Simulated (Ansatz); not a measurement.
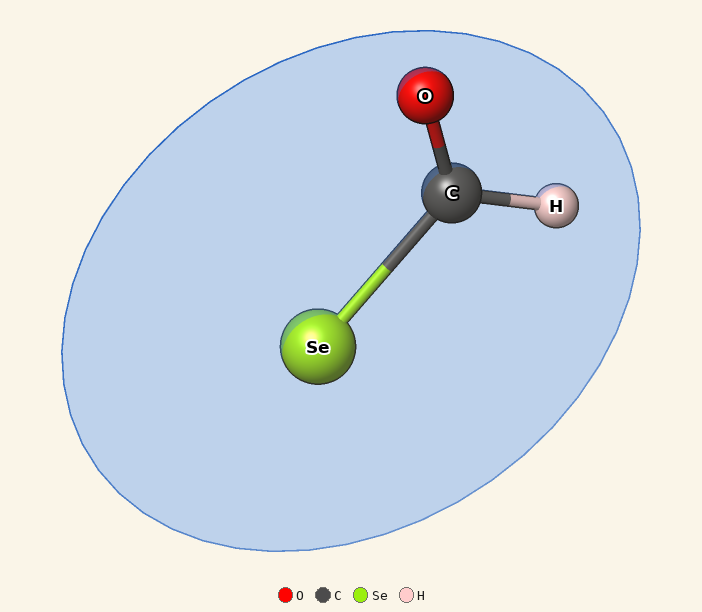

All proper rotation axes (lines) and mirror planes (discs) of the structure are drawn in. Depth is shown by fading: the farther an atom, the more it takes the colour of the background. The species is neutral and a spin doublet. The computed structure is the end point of a PBE0-D4/def2-TZVP optimisation. No frequency run is at hand to confirm it as a minimum.

> Name the symmetry elements and the point group.

It has 1 mirror plane. Point group Cs. The group has 2 operations. The geometry is achiral, and symmetry allows a dipole moment.
